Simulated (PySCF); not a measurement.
**C$_{6}$H$_{10}$FNSi$_{2}$ (SMILES C=C(C)[SiH2]/C(F)=C/[SiH2]C#N): density, localisation and related maps**

Input

```
{"job": {"kind": "nmr", "xc": "PBE0", "basis": "pcSseg-1"}, "charge": 0, "multiplicity": 1}
C     -2.818777    -0.615611     0.849922
C     -2.037499    -0.057817    -0.065849
C     -1.916540     1.432967    -0.179641
Si    -1.052054    -1.088310    -1.303402
C      0.795630    -0.901035    -0.879302
F      1.612900    -1.396802    -1.851886
C      1.358739    -0.386515     0.208805
Si     3.210062    -0.256841     0.529056
C      3.490740     1.568270     0.836826
N      3.648428     2.687449     1.023911
H     -2.926521    -1.684001     0.932756
H     -3.389073    -0.029124     1.555186
H     -0.871243     1.737807    -0.148934
H     -2.324848     1.764997    -1.133543
H     -2.454461     1.936156     0.621547
H     -1.383762    -2.512246    -1.201284
H     -1.227849    -0.593237    -2.672379
H      0.679449    -0.010928     0.961428
H      3.568945    -0.950610     1.769984
H      4.032584    -0.633890    -0.615628
```

Run with:

```sh
OMP_NUM_THREADS=1 python probes_run.py task.json out
```

Geometry: GFN2-xTB.

The calculation used PySCF, PBE0/pcSseg-1, SCF density, gas phase, non-relativistic.

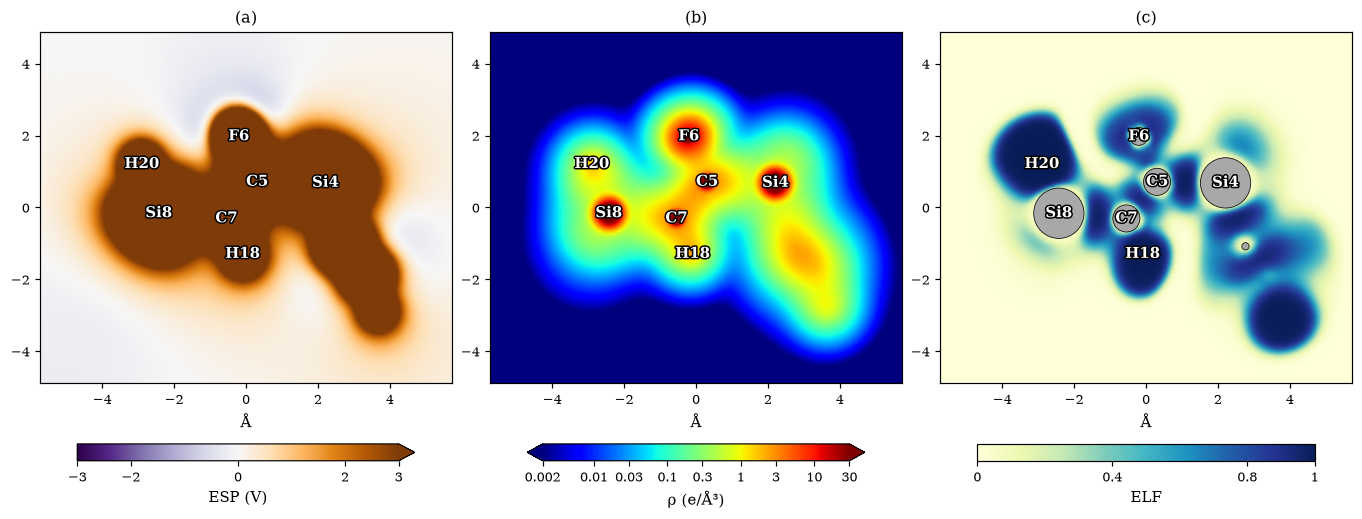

Figure 1. (a) molecular electrostatic potential; (b) total electron density; (c) electron localisation function on the plane of atoms C5, C7 and Si8. Grey discs cover the atomic cores in the ELF map.

**Interpret the plot.**

Atoms in the plane: Si, C, F and H. C–C (1.33 Å): the density is about 2.3 e/Å³ at the midpoint; the ELF peaks at about 0.90 between the atoms; a multiple bond. C–F (1.36 Å): the density is about 2.2 e/Å³ at the midpoint, with its minimum of 1.7 e/Å³ about 0.5 Å from C; the ELF peaks at about 0.85 between the atoms: a shared but strongly polarised pair. C–Si (1.88 Å): the density is about 0.92 e/Å³ at the midpoint; the ELF peaks at about 0.95 between the atoms, as expected for localised, covalent bonding. C–H (1.08 Å): ρ at the midpoint is about 2 e/Å³; the ELF climbs to about 1 towards the hydrogen, as it does in any bond to H (an ordinary covalent bond to hydrogen). Si–H (1.46 Å): ρ is about 0.84 e/Å³ halfway; the ELF climbs to about 1 towards the hydrogen. The ELF also peaks beside F6, away from the bonds: lone-pair regions. Outside the dense part of the molecule the potential is most negative (−0.6 V) near F6.

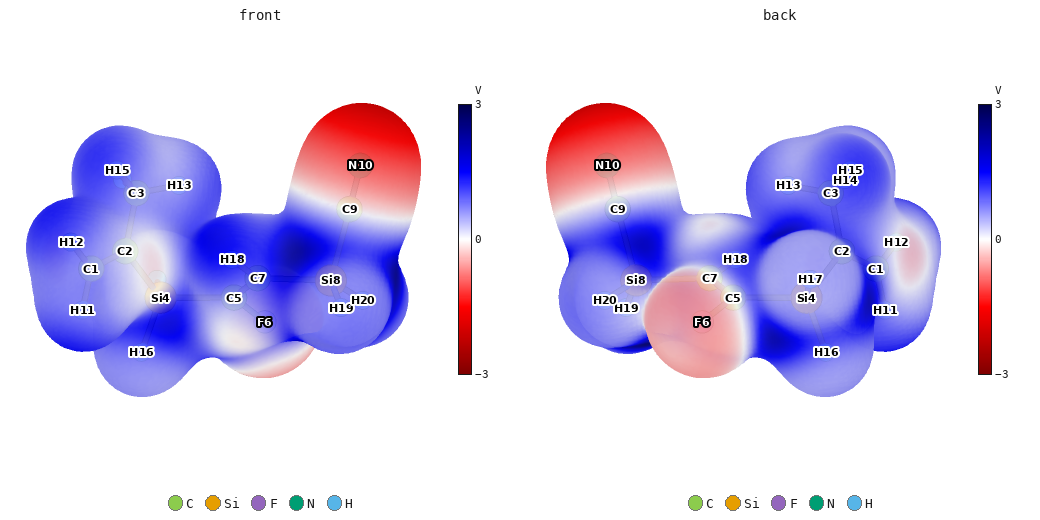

Figure 2. The electrostatic potential painted on the density surface at 0.004 e/bohr³, seen from the front and from behind; red is negative and blue positive.

**Which sites attract a positive test charge, and which a negative one?**

A positive charge is drawn to the negative regions and a negative charge to the positive ones. The most negative region (about −2.0 V) lies over N10, the most positive (about +2.4 V) over Si8. N10 is the likeliest acceptor of a hydrogen bond.
